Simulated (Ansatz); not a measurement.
Take Rh in the fcc (Cu type) structure (space group Fm-3m, No. 225; a = 3.8015 Å; relaxed with 0.1 eV smearing) as the base. Axes: x, y, z lie along the cube axes.

Structures relaxed with Ansatz (a first-principles code), r2SCAN, PAW, cutoff 500 eV, scalar-relativistic without spin-orbit coupling.

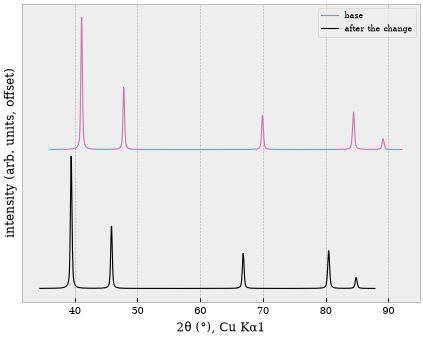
*Simulated powder patterns before (top) and after one change*

Question: Which change produced these results?
A. isotropic strain +4.03 %
B. isotropic strain −0.79 %
C. isotropic strain +1.13 %
D. strain tensor (xx, yy, zz, yz, xz, xy) = (+0.13, −0.36, −2.64, −0.50, +0.45, −1.31) %

Answer: A, isotropic strain +4.03 %. Its volume per atom is 15.46 Å³ against 13.73 Å³, and its space group is Fm-3m (No. 225).

No phonon test of stability was made. All final runs are without spin polarisation. Rh lies near a magnetic instability that expansion can trigger; it was not tested.
